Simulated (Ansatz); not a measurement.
```xyz
6

B    -0.354   -0.205   -0.993
C     0.499   -0.289    0.340
N     1.117   -0.349    1.304
H    -1.538   -0.106   -0.853
H     0.265   -0.251   -2.016
H     1.666   -0.404    2.162
```

> Where will the first 5 clear peaks of this molecule's radial distribution curve from gas electron diffraction lie, and which pairs make them?

Peak 1, 1.15 Å: N–H 1.02 Å, N–C 1.15 Å, B–H 1.20 Å (×2), not resolved
Peak 2, 1.58 Å: C–B 1.58 Å
Peak 3, 2.33 Å: C···H 2.17–2.37 Å (×3), not resolved
Peak 4, 2.73 Å: N···B 2.73 Å
Peak 5, 3.43 Å: N···H 3.43 Å (×2); in its flanks B···H 3.75 Å

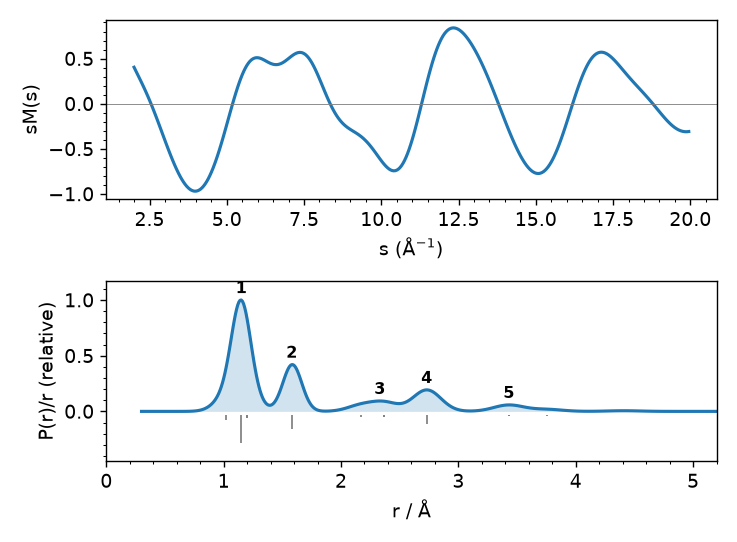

Simulated gas electron diffraction: reduced molecular intensity sM(s) from the Debye equation in the first Born approximation (top) and the radial distribution curve (bottom) of CH₃BN (charge +1, ignored in the scattering factors). Each pair of atoms contributes with weight ZᵢZⱼ/r (bars below the curve); damping constant 0.002 Å²; vibrational amplitudes assumed, not computed: 0.05 Å for bonds, 0.078 Å for bonds to H, 0.06 + 0.015 r up to 0.15 Å for other pairs. The geometry is the end point of an optimisation (Ansatz 0.2.0, RKS PBE0/def2-SVP); it may be a saddle point or a higher isomer.
